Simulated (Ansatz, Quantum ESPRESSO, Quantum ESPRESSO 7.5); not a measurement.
# Tuning the work function of Mo(110)

Wanted: work-function changes of Mo(110) along a row of adsorbates.

Program: Quantum ESPRESSO 7.5. Level of theory: plane-wave DFT, PBE, GBRV ultrasoft pseudopotentials (geometry by Ansatz 0.2.0 with PAW datasets; geometry under PBE). Results are calculated unless marked as measured.

**Measured values to reproduce.**

For Mo (clean (110) face), “Anisotropic work function of elemental crystals” (2019, arxiv:1902.07811) quotes earlier work: work function (clean (110) face) 4.95 eV.

Report form: the programs' logs are mostly left out.

## 1. The starting structure

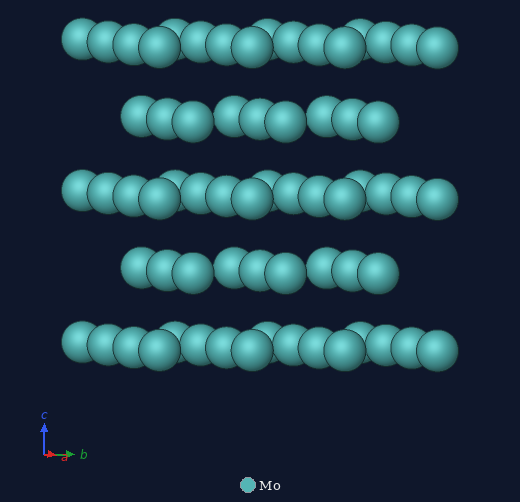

The cell as given, from the side, with the c axis up (molybdenum teal). 3×3×1 cells are drawn. Some periodic images of atoms are drawn too.

The cell holds 5 atoms: 5 Mo. Cell: a = 2.728 Å, b = 2.728 Å, c = 24.910 Å, α = 90.0°, β = 90.0°, γ = 70.5°. It derives from Mo. Vacuum lies along c.

As a file:

```cif
data_structure
_symmetry_space_group_name_H-M 'P 1'
_symmetry_Int_Tables_number 1
_cell_length_a 2.7280
_cell_length_b 2.7280
_cell_length_c 24.9095
_cell_angle_alpha 90.000
_cell_angle_beta 90.000
_cell_angle_gamma 70.529
_cell_volume 174.77
loop_
_atom_site_label
_atom_site_type_symbol
_atom_site_fract_x
_atom_site_fract_y
_atom_site_fract_z
_atom_site_occupancy
Mo1 Mo 0.00000 0.00000 0.32116 1
Mo2 Mo 0.50000 0.50000 0.41058 1
Mo3 Mo 0.00000 0.00000 0.50000 1
Mo4 Mo 0.50000 0.50000 0.58942 1
Mo5 Mo 0.00000 0.00000 0.67884 1
```

This is the clean slab. Each overlayer is one atom a surface cell, set on the long-bridge site and held there by symmetry.

## 2. Geometry from Ansatz, clean face

A relaxation in Ansatz fixes the structure of this slab for the runs on it.

File input.yaml:

```yaml
crystal:
  lattice:
    - [2.2273863607, -1.575, 0.0]
    - [2.2273863607, 1.575, 0.0]
    - [0.0, 0.0, 24.909545443]
  atoms:
    - { symbol: Mo, position: [0.0, 0.0, 0.3211620227] }
    - { symbol: Mo, position: [0.5, 0.5, 0.4105810114] }
    - { symbol: Mo, position: [0.0, 0.0, 0.5] }
    - { symbol: Mo, position: [0.5, 0.5, 0.5894189886] }
    - { symbol: Mo, position: [0.0, 0.0, 0.6788379773] }
kpoints:
  mp_grid: { grid: [10, 10, 1] }
hamiltonian:
  xc: pbe
scf:
  occupations: { method: fermi_dirac, width: 0.1 }
  convergence: { dr2_threshold: 1.0e-08 }
efield:
  axis: 3
  dipole_correction: true
  ramp_position: 0.97
  ramp_width: 0.04
relax:
  f_tol: 0.01
  constraints: [{ sites: [0, 1, 2] }]
output:
  write_potential: true
  write_density: true
  volumetric_format: npy
```

On the command line:

```bash
ansatz run input.yaml --threads 4 --pin off --max-ram 8192MiB --backend cpu --events-out ev --progress --plain --runs-dir out
```

Wall time 20 s (4 threads of Arm Neoverse V2, shared host); peak memory 0.59 GiB.

The steps of the relaxation:

```csv
step,energy less that of the first step (eV),largest force component (eV/Å)
1,0.0000,0.6287
2,0.0070,0.7584
3,-0.0227,0.1098
4,-0.0233,0.0029
```

Relaxation step 2 was tried and not accepted.

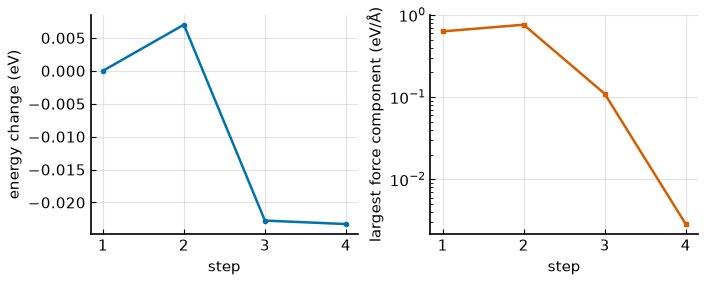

Energy and largest force along the relaxation.

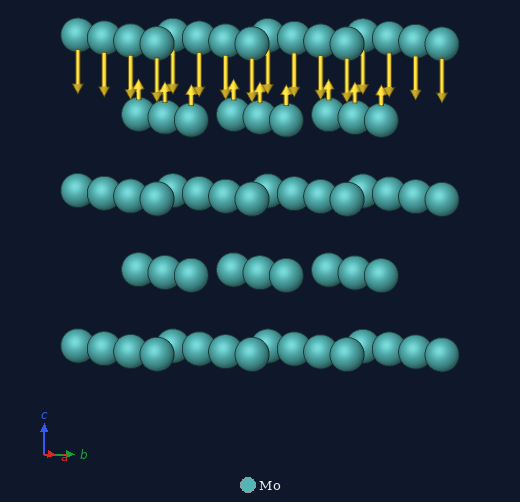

Displacements in the relaxation, exaggerated; the longest in the cell stands for 0.06 Å. 3×3×1 cells are drawn. Some periodic images of atoms are drawn too.

The atoms that moved most (Å):

```csv
atom,dx,dy,dz,length
Mo5,0.000,0.000,-0.056,0.056
Mo4,0.000,0.000,0.027,0.027
```

The relaxed structure:

```cif
data_structure
_symmetry_space_group_name_H-M 'P 1'
_symmetry_Int_Tables_number 1
_cell_length_a 2.7280
_cell_length_b 2.7280
_cell_length_c 24.9095
_cell_angle_alpha 90.000
_cell_angle_beta 90.000
_cell_angle_gamma 70.529
_cell_volume 174.77
loop_
_atom_site_label
_atom_site_type_symbol
_atom_site_fract_x
_atom_site_fract_y
_atom_site_fract_z
_atom_site_occupancy
Mo1 Mo 0.00000 0.00000 0.32116 1
Mo2 Mo 0.50000 0.50000 0.41058 1
Mo3 Mo 0.00000 0.00000 0.50000 1
Mo4 Mo 0.50000 0.50000 0.59052 1
Mo5 Mo 0.00000 0.00000 0.67657 1
```

The relaxation lowers the energy by 5 meV an atom. Held were the atoms numbered 1, 2 and 3; the forces quoted are those on the free ones.

Numbers from this step:

```
free energy                     : -24777.6668 eV
energy at zero smearing         : -24777.5896 eV
smearing term TS                : 0.1544 eV
Fermi energy                    : 6.990 eV
symmetry operations             : 4
work function of the upper face : 4.551 eV
work function of the lower face : 4.660 eV
dipole along the normal         : 0.004218 e·Å
```

## 3. Ground state, clean face

Open boundaries by another road: assume_isolated = 'esm' with bc1, the slab centred on z = 0.

Level of this step: plane-wave DFT, PBE, GBRV ultrasoft pseudopotentials (Quantum ESPRESSO 7.5).

File clean.esm.in:

```
&control
  prefix = 'clean.esm'
  outdir = './out'
  pseudo_dir = './pseudo'
  calculation = 'scf'
  tprnfor = .true.
/
&system
  ibrav = 0
  nat = 5
  ntyp = 1
  ecutwfc = 40
  ecutrho = 200
  occupations = 'smearing'
  smearing = 'mv'
  degauss = 0.02
  assume_isolated = 'esm'
  esm_bc = 'bc1'
/
&electrons
  conv_thr = 1e-07
  mixing_beta = 0.4
  electron_maxstep = 120
  mixing_mode = 'local-TF'
/
ATOMIC_SPECIES
  Mo  95.9500  mo_pbe_v1.uspp.F.UPF
CELL_PARAMETERS angstrom
  2.22738636070000 -1.57500000000000 0.00000000000000
  2.22738636070000 1.57500000000000 0.00000000000000
  0.00000000000000 0.00000000000000 24.90954544300000
ATOMIC_POSITIONS crystal
  Mo  0.000000000000 0.000000000000 -0.177705332315
  Mo  0.500000000000 0.500000000000 -0.088286343615
  Mo  0.000000000000 0.000000000000 0.001132644985
  Mo  0.500000000000 0.500000000000 0.091651296829
  Mo  0.000000000000 -0.000000000000 0.177705332315
K_POINTS automatic
  10 10 1 0 0 0
```

On the command line:

```bash
OMP_NUM_THREADS=1 mpirun -n 4 pw.x -nk 4 -in clean.esm.in > clean.esm.out
```

Run time: 90 s. Hardware: 4 MPI ranks; peak memory 0.62 GiB; 6 min of CPU time.

Numbers from this step:

| Property | Result |
| --- | --- |
| free energy | -9476.5085 eV |
| Fermi energy | -4.636 eV |
| vacuum line at the lower end of the cell, over the Fermi level | 4.698 eV |
| vacuum line at the upper end of the cell, over the Fermi level | 4.574 eV |

The potential energy, planar mean oscillates, so the rows of the table below give means over windows of 2.19 Å about each position, cut where the curve ends. Its maxima inside the range that stand out by 2 % of the span (Å: eV): -3.3: -2.14, -1.0: -2.34, 1.1: -2.06, 3.3: -2.98. Its minima: -4.4: -34.1, -2.2: -34.7, 0.0: -34.6, 2.3: -34.7, 4.4: -34.1.

Electrostatic potential energy of an electron; zero at the Fermi level. Table of potential energy, planar mean by z; means over each step:

```csv
z (Å),"potential energy, planar mean (eV)"
-11.35,4.70
-9.16,4.69
-6.97,4.29
-4.79,-15.2
-2.60,-16.4
-0.41,-16.4
1.78,-16.3
3.97,-16.6
6.16,1.89
8.35,4.56
10.54,4.57
```

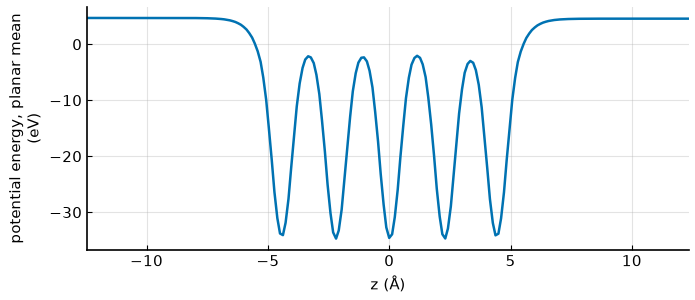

Potential energy, planar mean, plotted against z.

The vacuum levels are read from the outermost 0.7 Å of the cell on either side.

The run needed 28 iterations to bring the estimated error under 1e-07 Ry; the largest force on any atom, held or free, is 0.67 eV/Å.

Inside the slab this potential holds the local part of the pseudopotentials, which can be repulsive at the nuclei; only its value in the vacuum has a meaning of its own.

## 4. Projections on atomic orbitals, clean face

Projections on atomic orbitals tell which layers and orbitals hold the states near the zero of energy.

File clean.pdos.in:

```
&projwfc
  prefix = 'clean.esm'
  outdir = './out'
  filpdos = 'clean.pdos'
  Emin = -12.636
  Emax = -0.636
  DeltaE = 0.1
  ngauss = 0
  degauss = 0.01
/
```

On the command line:

```bash
OMP_NUM_THREADS=1 mpirun -n 4 projwfc.x -in clean.pdos.in > clean.pdos.out
```

Elapsed: 1.5 s, on 4 MPI ranks; peak memory 0.09 GiB; 5.8 s of CPU time.

This step gave:

| Quantity | Value |
| --- | --- |
| spilling of the projection | 0.0011 |

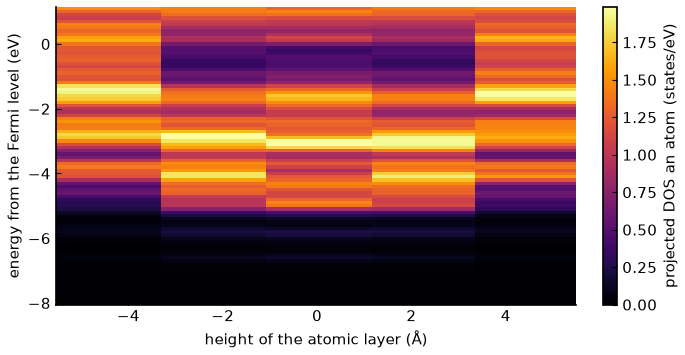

Projected DOS an atom over height of the atomic layer and energy from the Fermi level. Columns are the atomic layers from the bottom up.

The atomic orbitals miss 0.1 % of the occupied states; for empty states the projections can miss much more.

## 5. Relaxation with Ansatz, Cu overlayer

Level of this step: plane-wave DFT, PBE, Ansatz PAW (Ansatz 0.2.0).

System of this step: Mo(110), 5 layers, one monolayer of Cu on longbridge sites. The cell holds 6 atoms: 5 Mo and 1 Cu. Its edges and angles: a = 2.728 Å, b = 2.728 Å, c = 27.910 Å, α = 90.0°, β = 90.0°, γ = 70.5°. It derives from Mo. Vacuum lies along c.

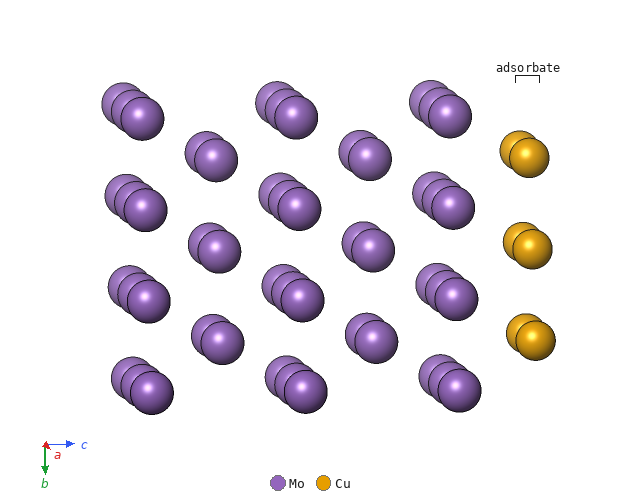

The cell of this step (molybdenum purple, copper orange). 2×3×1 cells are drawn. Some periodic images of atoms are drawn too.

input.yaml, the sections that differ from step 2:

```yaml
crystal:
  lattice:
    - [2.2273863607, -1.575, 0.0]
    - [2.2273863607, 1.575, 0.0]
    - [0.0, 0.0, 27.909545443]
  atoms:
    - { symbol: Mo, position: [0.0, 0.0, 0.2973892935] }
    - { symbol: Mo, position: [0.5, 0.5, 0.3771966255] }
    - { symbol: Mo, position: [0.0, 0.0, 0.4570039576] }
    - { symbol: Mo, position: [0.5, 0.5, 0.5368112896] }
    - { symbol: Mo, position: [0.0, 0.0, 0.6166186217] }
    - { symbol: Cu, position: [0.5, 0.5, 0.7021539669] }
# kpoints, hamiltonian, scf, efield, relax, output: as in step 2
```

On the command line:

```bash
ansatz run input.yaml --threads 4 --pin off --max-ram 8192MiB --backend cpu --events-out ev --progress --plain --runs-dir out
```

Wall time 31 s (4 threads); peak memory 0.67 GiB.

The steps of the relaxation:

```csv
step,energy less that of the first step (eV),largest force component (eV/Å)
1,0.0000,0.9613
2,-0.1727,0.2243
3,-0.1899,0.1228
4,-0.1937,0.0038
```

Forces are held to the 4 operations that the run works with; a distortion that breaks them can't arise in this run.

The atoms that moved most (Å):

```csv
atom,dx,dy,dz,length
Cu6,0.000,0.000,-0.334,0.334
Mo4,0.000,0.000,0.020,0.020
Mo5,0.000,0.000,-0.006,0.006
```

Final coordinates:

```cif
data_structure
_symmetry_space_group_name_H-M 'P 1'
_symmetry_Int_Tables_number 1
_cell_length_a 2.7280
_cell_length_b 2.7280
_cell_length_c 27.9095
_cell_angle_alpha 90.000
_cell_angle_beta 90.000
_cell_angle_gamma 70.529
_cell_volume 195.82
loop_
_atom_site_label
_atom_site_type_symbol
_atom_site_fract_x
_atom_site_fract_y
_atom_site_fract_z
_atom_site_occupancy
Mo1 Mo 0.00000 0.00000 0.29739 1
Mo2 Mo 0.50000 0.50000 0.37720 1
Mo3 Mo 0.00000 0.00000 0.45700 1
Mo4 Mo 0.50000 0.50000 0.53755 1
Mo5 Mo 0.00000 0.00000 0.61639 1
Cu6 Cu 0.50000 0.50000 0.69020 1
```

The relaxation lowers the energy by 32 meV an atom. Held were the atoms numbered 1, 2 and 3; the forces quoted are those on the free ones.

Read from the output:

```
free energy                     : -31403.0914 eV
energy at zero smearing         : -31403.0073 eV
smearing term TS                : 0.1681 eV
Fermi energy                    : 7.059 eV
work function of the upper face : 4.344 eV
work function of the lower face : 4.680 eV
dipole along the normal         : 0.01306 e·Å
```

## 6. Ground state, Cu overlayer

Level of this step: plane-wave DFT, PBE, GBRV ultrasoft pseudopotentials (Quantum ESPRESSO 7.5).

File Cu.esm.in:

```
&control
  prefix = 'Cu.esm'
  outdir = './out'
  pseudo_dir = './pseudo'
  calculation = 'scf'
  tprnfor = .true.
/
&system
  ibrav = 0
  nat = 6
  ntyp = 2
  ecutwfc = 40
  ecutrho = 200
  occupations = 'smearing'
  smearing = 'mv'
  degauss = 0.02
  assume_isolated = 'esm'
  esm_bc = 'bc1'
/
&electrons
  conv_thr = 1e-07
  mixing_beta = 0.4
  electron_maxstep = 120
  mixing_mode = 'local-TF'
/
ATOMIC_SPECIES
  Mo  95.9500  mo_pbe_v1.uspp.F.UPF
  Cu  63.5460  cu_pbe_v1.2.uspp.F.UPF
CELL_PARAMETERS angstrom
  2.22738636070000 -1.57500000000000 0.00000000000000
  2.22738636070000 1.57500000000000 0.00000000000000
  0.00000000000000 0.00000000000000 27.90954544300000
ATOMIC_POSITIONS crystal
  Mo  0.000000000000 0.000000000000 -0.196406079462
  Mo  0.500000000000 0.500000000000 -0.116598747462
  Mo  0.000000000000 0.000000000000 -0.036791415362
  Mo  0.500000000000 0.500000000000 0.043750084291
  Mo  -0.000000000000 -0.000000000000 0.122597300705
  Cu  0.500000000000 0.500000000000 0.196406079462
K_POINTS automatic
  10 10 1 0 0 0
```

On the command line:

```bash
OMP_NUM_THREADS=1 mpirun -n 4 pw.x -nk 4 -in Cu.esm.in > Cu.esm.out
```

The job ended after 5.3 min (4 MPI ranks; peak memory 0.67 GiB).

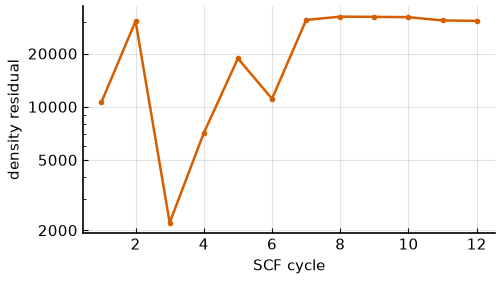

Residual by cycle in this run.

The run ended with an error.

After 12 cycles the residual stands at 30636.

The message is a late symptom: the SCF loop had diverged, with an estimated accuracy of 3.06e+04 Ry in its last cycle.

## 7. Relaxation with Ansatz, Au overlayer

Level of this step: plane-wave DFT, PBE, Ansatz PAW (Ansatz 0.2.0).

System of this step: Mo(110), 5 layers, one monolayer of Au on longbridge sites. The cell holds 6 atoms: 5 Mo and 1 Au. Its edges and angles: a = 2.728 Å, b = 2.728 Å, c = 27.910 Å, α = 90.0°, β = 90.0°, γ = 70.5°. It derives from Mo. Vacuum lies along c.

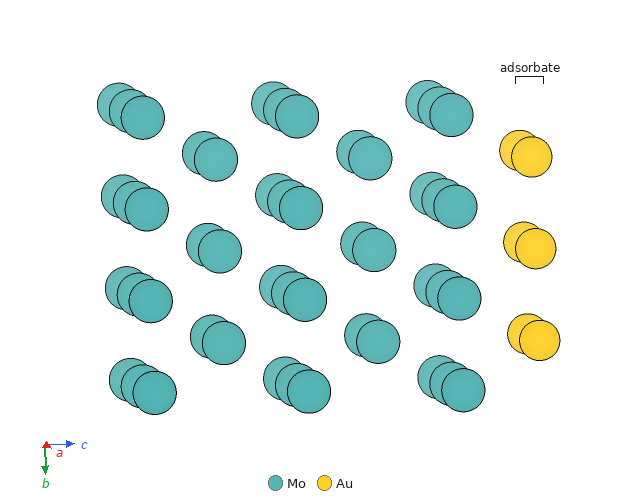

The cell of this step (molybdenum teal, gold yellow). 2×3×1 cells are drawn. Some periodic images of atoms are drawn too.

input.yaml, as its differences from the input of step 5:

```diff
@@ -11,3 +11,3 @@
     - { symbol: Mo, position: [0.0, 0.0, 0.6166186217] }
-    - { symbol: Cu, position: [0.5, 0.5, 0.7021539669] }
+    - { symbol: Au, position: [0.5, 0.5, 0.7038658614] }
 kpoints:
```

On the command line:

```bash
ansatz run input.yaml --threads 4 --pin off --max-ram 8192MiB --backend cpu --events-out ev --progress --plain --runs-dir out
```

Elapsed: 27 s, on 4 threads; peak memory 0.67 GiB.

The steps of the relaxation:

```csv
step,energy less that of the first step (eV),largest force component (eV/Å)
1,0.0000,0.4808
2,0.0230,0.6845
3,-0.0128,0.0505
4,-0.0130,0.0070
```

Relaxation step 2 was tried and not accepted.

The atoms that moved most (Å):

```csv
atom,dx,dy,dz,length
Au6,0.000,0.000,-0.058,0.058
Mo5,0.000,0.000,-0.029,0.029
Mo4,0.000,0.000,0.024,0.024
```

The relaxed structure:

```cif
data_structure
_symmetry_space_group_name_H-M 'P 1'
_symmetry_Int_Tables_number 1
_cell_length_a 2.7280
_cell_length_b 2.7280
_cell_length_c 27.9095
_cell_angle_alpha 90.000
_cell_angle_beta 90.000
_cell_angle_gamma 70.529
_cell_volume 195.82
loop_
_atom_site_label
_atom_site_type_symbol
_atom_site_fract_x
_atom_site_fract_y
_atom_site_fract_z
_atom_site_occupancy
Mo1 Mo 0.00000 0.00000 0.29739 1
Mo2 Mo 0.50000 0.50000 0.37720 1
Mo3 Mo 0.00000 0.00000 0.45700 1
Mo4 Mo 0.50000 0.50000 0.53766 1
Mo5 Mo 0.00000 0.00000 0.61558 1
Au6 Au 0.50000 0.50000 0.70177 1
```

The relaxation lowers the energy by 2 meV an atom. Held were the atoms numbered 1, 2 and 3; the forces quoted are those on the free ones.

Read from the output:

* free energy: -37927.5869 eV
* energy at zero smearing: -37927.5067 eV
* smearing term TS: 0.1603 eV
* Fermi energy: 7.828 eV
* work function of the upper face: 4.909 eV
* work function of the lower face: 4.664 eV
* dipole along the normal: -0.009474 e·Å

## 8. SCF with pw.x, Au overlayer

Level of this step: plane-wave DFT, PBE, GBRV ultrasoft pseudopotentials (Quantum ESPRESSO 7.5).

File Au.esm.in:

```
&control
  prefix = 'Au.esm'
  outdir = './out'
  pseudo_dir = './pseudo'
  calculation = 'scf'
  tprnfor = .true.
/
&system
  ibrav = 0
  nat = 6
  ntyp = 2
  ecutwfc = 40
  ecutrho = 200
  occupations = 'smearing'
  smearing = 'mv'
  degauss = 0.02
  assume_isolated = 'esm'
  esm_bc = 'bc1'
/
&electrons
  conv_thr = 1e-07
  mixing_beta = 0.4
  electron_maxstep = 120
  mixing_mode = 'local-TF'
/
ATOMIC_SPECIES
  Mo  95.9500  mo_pbe_v1.uspp.F.UPF
  Au  196.9666  au_pbe_v1.uspp.F.UPF
CELL_PARAMETERS angstrom
  2.22738636070000 -1.57500000000000 0.00000000000000
  2.22738636070000 1.57500000000000 0.00000000000000
  0.00000000000000 0.00000000000000 27.90954544300000
ATOMIC_POSITIONS crystal
  Mo  0.000000000000 0.000000000000 -0.202190930262
  Mo  0.500000000000 0.500000000000 -0.122383598262
  Mo  0.000000000000 0.000000000000 -0.042576266162
  Mo  0.500000000000 0.500000000000 0.038080765221
  Mo  -0.000000000000 -0.000000000000 0.115994992700
  Au  0.500000000000 0.500000000000 0.202190930262
K_POINTS automatic
  10 10 1 0 0 0
```

On the command line:

```bash
OMP_NUM_THREADS=1 mpirun -n 4 pw.x -nk 4 -in Au.esm.in > Au.esm.out
```

The job ended after 2.4 min (4 MPI ranks; peak memory 0.81 GiB; 9.5 min of CPU time).

This step gave:

- free energy: -11041.5824 eV
- Fermi energy: -4.812 eV
- vacuum line at the lower end of the cell, over the Fermi level: 4.696 eV
- vacuum line at the upper end of the cell, over the Fermi level: 4.929 eV

The potential energy, planar mean oscillates, so the rows of the table below give means over windows of 2.27 Å about each position, cut where the curve ends. Its maxima inside the range that stand out by 2 % of the span (Å: eV): -4.5: -2.11, -2.3: -2.27, -0.1: -2.13, 2.2: -2.73, 4.5: -0.448. Its minima: -5.7: -34.0, -3.4: -34.5, -1.2: -34.6, 1.1: -34.6, 3.3: -34.4, 5.2: -3.08.

Electrostatic potential energy of an electron; zero at the Fermi level. Potential energy, planar mean against z; means over each step:

```csv
z (Å),"potential energy, planar mean (eV)"
-12.81,4.70
-10.54,4.69
-8.28,4.33
-6.01,-14.7
-3.74,-16.0
-1.47,-16.1
0.80,-16.0
3.07,-16.0
5.34,-2.09
7.61,3.90
9.88,4.93
12.15,4.93
```

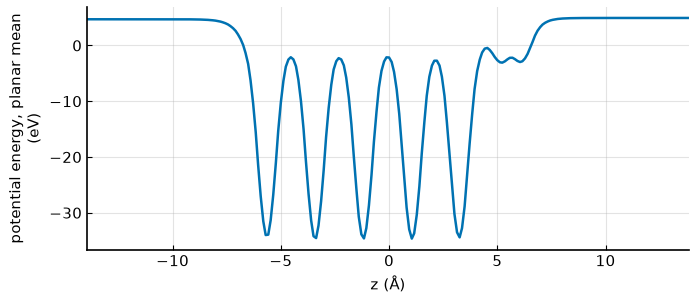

Potential energy, planar mean against z.

The covered face stands at 4.93 eV against 4.57 eV when clean.

Inside the slab this potential holds the local part of the pseudopotentials, which can be repulsive at the nuclei; only its value in the vacuum has a meaning of its own.

## 9. Projections on atomic orbitals, Au overlayer

File Au.pdos.in:

```
&projwfc
  prefix = 'Au.esm'
  outdir = './out'
  filpdos = 'Au.pdos'
  Emin = -12.812
  Emax = -0.812
  DeltaE = 0.1
  ngauss = 0
  degauss = 0.01
/
```

On the command line:

```bash
OMP_NUM_THREADS=1 mpirun -n 4 projwfc.x -in Au.pdos.in > Au.pdos.out
```

Elapsed: 2 s, on 4 MPI ranks; peak memory 0.23 GiB; 8.1 s of CPU time.

Read from the output:

```
spilling of the projection : 0.001
```

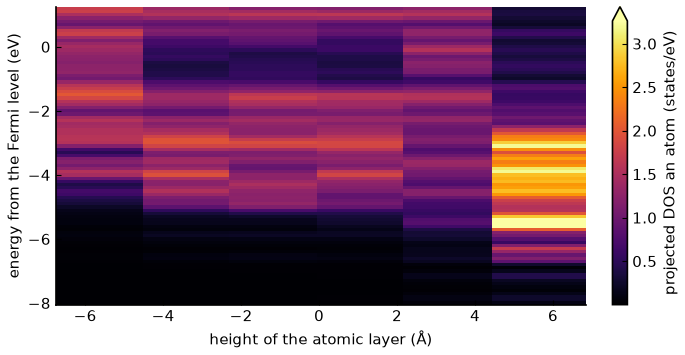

Projected DOS an atom over height of the atomic layer and energy from the Fermi level. Columns are the atomic layers from the bottom up.

The atomic orbitals miss 0.1 % of the occupied states; for empty states the projections can miss much more.

[end of part 1 of 2]

[Logs are printed without paths, hosts, clocks, repeated set-up lines and the standing remarks that a program may print on its own settings, such as how far it seeks lower states.]

[Hosts, paths, dates, database ids (printed as entryN), source tags and the programs' standing remarks are cut or masked in the printed files.]

[Maps of the electrostatic potential energy from Ansatz leave out the sawtooth potential of an applied field or a dipole correction, so their vacuum need not be flat; planar profiles and work functions include it.]
